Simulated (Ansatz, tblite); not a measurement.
# BF3H2S: which spin state is lowest

Aim: set other spin states of BF3H2S against its singlet, on many levels of theory.

Program: Ansatz 0.2.0, Gaussian basis. Level of theory: as each input shows. These are calculated values, not measurements.

The runs, in order: triplet, at the geometry of the singlet (GFN1-xTB, GFN2-xTB, PBE0-D4/def2-TZVP, PBE-D4/def2-TZVP, r2SCAN-D4/def2-TZVP); the singlet's energies come from earlier runs.

### Step 1. The geometry

The singlet was relaxed beforehand with PBE-D4/def2-SVP.

7 atoms, charge 0, spin multiplicity 1.

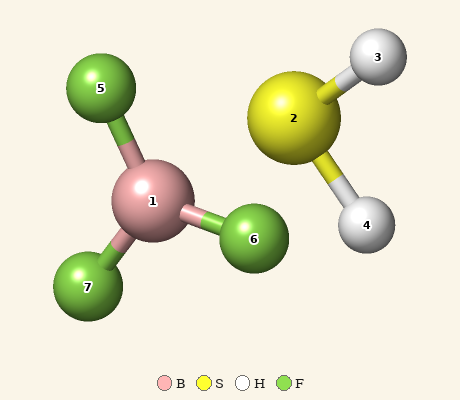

The geometry (boron pink, sulfur yellow, hydrogen white, fluorine green); atoms are numbered from 1 in the order of the file.

Geometry (Å):

```csv
atom,x (Å),y (Å),z (Å)
B1,0.1456,-0.2491,-1.1301
S2,0.1266,-0.2163,1.5821
H3,0.4926,1.0942,1.6346
H4,-1.1950,0.1076,1.6346
F5,1.4734,-0.2411,-1.2417
F6,-0.5232,0.9029,-1.2384
F7,-0.5199,-1.3982,-1.2410
```

### Step 2. Triplet at the fixed geometry, GFN1-xTB

Tight binding, by tblite at 300 K electronic temperature and without a spin-polarisation term:

```python
tblite.interface.Calculator('GFN1-xTB', numbers, positions, charge=0, uhf=2).singlepoint()
```

Energy -584.5527 eV; 0.017 s.

### Step 3. Triplet at the fixed geometry, GFN2-xTB

Tight binding, by tblite at 300 K electronic temperature and without a spin-polarisation term:

```python
tblite.interface.Calculator('GFN2-xTB', numbers, positions, charge=0, uhf=2).singlepoint()
```

Energy -533.8467 eV; 0.003 s.

### Step 4. Triplet at the fixed geometry, PBE0-D4/def2-TZVP

The input, in.yaml:

```yaml
crystal:
  periodic: [false, false, false]
  atoms:
    - {symbol: B, position_ang: [0.145566, -0.249092, -1.130102]}
    - {symbol: S, position_ang: [0.126612, -0.216330, 1.582077]}
    - {symbol: H, position_ang: [0.492578, 1.094236, 1.634553]}
    - {symbol: H, position_ang: [-1.194977, 0.107577, 1.634622]}
    - {symbol: F, position_ang: [1.473358, -0.241099, -1.241744]}
    - {symbol: F, position_ang: [-0.523223, 0.902916, -1.238416]}
    - {symbol: F, position_ang: [-0.519904, -1.398208, -1.240980]}
basis:
  gaussian: {orbitals: def2-TZVP}
magnetization: {spin_polarized: true, initial_magnetization: 2}
hamiltonian: {xc: pbe0, dispersion: d4}
scf: {omitted_lower_state_checks: [starts]}
output: {orbitals: {seedname: orbitals}}
```

The run is started by

```console
$ ansatz run in.yaml --threads 4 --pin off --events-out ev --progress --plain --max-ram 3916MiB
```

The log of the run:

```text
Functional definition: PBE0
  name "PBE0"
  cite "Adamo & Barone, J. Chem. Phys. 110, 6158 (1999) doi:10.1063/1.478522"
  cite "Perdew, Burke & Ernzerhof, Phys. Rev. Lett. 77, 3865 (1996) doi:10.1103/PhysRevLett.77.3865"
  parent pbe
  parameter a = 0.25
  parameter kappa = 0.804
  parameter beta = 0.06672455060314922
  exchange = (1 - a)*pbe_x(kappa = kappa, mu = beta*pi^2/3) + a*exact_x
  correlation = pbe_c(beta = beta)
these checks for a lower state are left out or cut short: starts
996 factors; their error is unknown
mean field evaluation 1: about -19683.0834 eV, gradient 3.2e1 eV
mean field evaluation 2: about -19680.8245 eV, gradient 4.4e1 eV
mean field evaluation 4: about -19685.8242 eV, gradient 7.3e-1 eV
mean field evaluation 8: about -19685.8844 eV, gradient 1.6e-1 eV
mean field evaluation 16: about -19685.8845 eV, gradient 5.5e-4 eV
mean field -19685.88452926 eV, -723.4429128785 hartree, gradient 1.4e-5 eV, S^2 2.006620; 0 other end points of the search recorded, 0 dependent functions left out
reference -19685.88456171 eV, -723.4429140709 hartree; 26, 24 occupied and 147, 149 virtual orbitals, 996 factors
Total energy: -19685.98660604 eV, -723.4466641311 hartree
Checks for a lower state left out: starts
```

It took 3.8 s on 4 threads of Arm Neoverse V2, shared host.

From the report: HOMO -2.76 eV, LUMO -5.97 eV (over both spins; with the spin held, an empty level of the minority spin lies below the top filled one); ⟨S²⟩ 2.007 (pure: 2.00).

### Step 5. Triplet at the fixed geometry, PBE-D4/def2-TZVP

start.molden holds the orbitals of an earlier run on this state, given as this run's starting guess.

Edit in.yaml of step 4 so:

```diff
@@ -11,5 +11,5 @@
 basis:
-  gaussian: {orbitals: def2-TZVP}
+  gaussian: {orbitals: def2-TZVP, initial_orbitals: start.molden}
 magnetization: {spin_polarized: true, initial_magnetization: 2}
-hamiltonian: {xc: pbe0, dispersion: d4}
+hamiltonian: {xc: pbe, dispersion: d4}
 scf: {omitted_lower_state_checks: [starts]}
```

Launched as before.

The log of the run:

```text
Functional definition: PBE
  name "PBE"
  cite "Perdew, Burke & Ernzerhof, Phys. Rev. Lett. 77, 3865 (1996) doi:10.1103/PhysRevLett.77.3865"
  parent pbe
  parameter kappa = 0.804
  parameter beta = 0.06672455060314922
  exchange = pbe_x(kappa = kappa, mu = beta*pi^2/3)
  correlation = pbe_c(beta = beta)
these checks for a lower state are left out or cut short: starts
986 factors; their error is unknown
mean field evaluation 1: about -19684.8211 eV, gradient 8.7e0 eV
mean field evaluation 2: about -19684.9578 eV, gradient 1.8e-1 eV
mean field evaluation 4: about -19684.9477 eV, gradient 9.9e-4 eV
mean field evaluation 8: about -19684.9477 eV, gradient 2.1e-5 eV
mean field -19684.94770898 eV, -723.4084853684 hartree, gradient 2.9e-5 eV, S^2 2.003709; 0 other end points of the search recorded, 0 dependent functions left out
reference -19684.94775442 eV, -723.4084870381 hartree; 26, 24 occupied and 147, 149 virtual orbitals, 986 factors
Total energy: -19685.06893695 eV, -723.4129404139 hartree
Checks for a lower state left out: starts
```

Wall time 2.4 s (4 threads of Arm Neoverse V2, shared host).

Report: HOMO -1.75 eV, LUMO -7.12 eV (over both spins; with the spin held, an empty level of the minority spin lies below the top filled one); ⟨S²⟩ 2.004 (pure: 2.00).

### Step 6. Triplet at the fixed geometry, r2SCAN-D4/def2-TZVP

Edit in.yaml of step 5 so:

```diff
@@ -13,3 +13,3 @@
 magnetization: {spin_polarized: true, initial_magnetization: 2}
-hamiltonian: {xc: pbe, dispersion: d4}
+hamiltonian: {xc: r2scan, dispersion: d4}
 scf: {omitted_lower_state_checks: [starts]}
```

Launched as before.

The log of the run:

```text
Functional definition: r2SCAN
  name "r2SCAN"
  cite "Furness, Kaplan, Ning, Perdew & Sun, J. Phys. Chem. Lett. 11, 8208 (2020) doi:10.1021/acs.jpclett.0c02405"
  cite "Furness, Kaplan, Ning, Perdew & Sun, J. Phys. Chem. Lett. 11, 9248 (2020) doi:10.1021/acs.jpclett.0c03077"
  parent r2scan
  parameter k0 = 0.174
  parameter k1 = 0.065
  parameter a1 = 4.9479
  exchange = r2scan_x(k0 = k0, k1 = k1, a1 = a1)
  correlation = r2scan_c
these checks for a lower state are left out or cut short: starts
986 factors; their error is unknown
mean field evaluation 1: about -19694.0194 eV, gradient 5.1e0 eV
mean field evaluation 2: about -19694.0504 eV, gradient 5.1e-2 eV
mean field evaluation 4: about -19694.0403 eV, gradient 1.7e-4 eV
mean field -19694.04033969 eV, -723.7426333837 hartree, gradient 1.4e-5 eV, S^2 2.008097; 0 other end points of the search recorded, 0 dependent functions left out
reference -19694.04035363 eV, -723.7426338957 hartree; 26, 24 occupied and 147, 149 virtual orbitals, 986 factors
Total energy: -19694.06992317 eV, -723.7437205564 hartree
Checks for a lower state left out: starts
```

Wall time 5.5 s (4 threads of Arm Neoverse V2, shared host).

HOMO -1.98 eV, LUMO -6.73 eV (over both spins; with the spin held, an empty level of the minority spin lies below the top filled one); ⟨S²⟩ 2.008 (pure: 2.00).

### Step 7. Triplet less singlet, vertical

The singlet's energies are those of its earlier runs, whose logs aren't repeated here.

```csv
level,"triplet less singlet, vertical (kJ/mol)",time
GFN1-xTB,+672.7,0.021 s
GFN2-xTB,+569.5,0.006 s
PBE-D4/def2-TZVP,+549.4,3.7 s
r2SCAN-D4/def2-TZVP,+550.2,7.6 s
PBE0-D4/def2-TZVP,+557.7,5.2 s
```

Times add the two runs; a level without a time comes out of a correlated run. Tight binding without a spin term can't rank spin states.

### Step 8. Outcome

| quantity | value |
| --- | --- |
| triplet less singlet, vertical, functionals in def2-TZVP | +549.4 (PBE-D4) to +557.7 kJ/mol (PBE0-D4) |

All functionals put the triplet above the singlet, over a spread of 8.3 kJ/mol. The checks for a lower triplet were left out, so another state of that spin may lie lower. These are electronic energies, without zero-point motion, entropy or surroundings.
